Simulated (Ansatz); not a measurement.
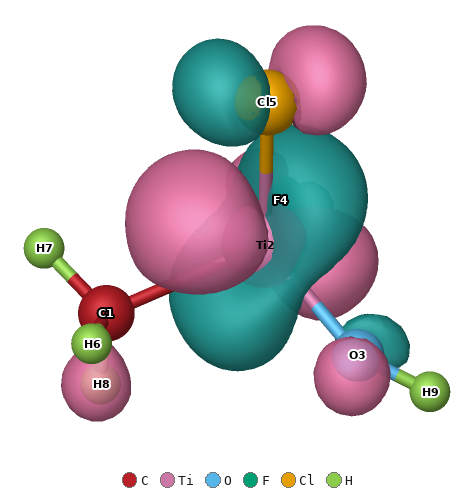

*CH₄ClFOTi. One frontier orbital at ±0.1 Å⁻³ᐟ² (teal and pink are the two phases), seen at a tilt.*

Geometry: PBE0-D4/def2-TZVP.

Theory: RKS PBE0-D4/def2-TZVPP in Ansatz 0.2.0.

```xyz
9

C    -1.2833    0.0145   -0.3084
Ti    0.7538    0.0600   -0.2010
O     1.1409   -0.3711    1.4604
F     1.3170   -1.1209   -1.3681
Cl    1.3489    2.1158   -0.7258
H    -1.6984    0.7275    0.4087
H    -1.5911    0.2817   -1.3232
H    -1.6275   -0.9954   -0.0672
H     1.7283   -0.7584    2.1076
```

Which orbital is it: HOMO or LUMO?

The LUMO, at −2.30 eV. By Hirshfeld shares it lies mainly on Ti2 (about 75 %) and Cl5 (about 10 %).
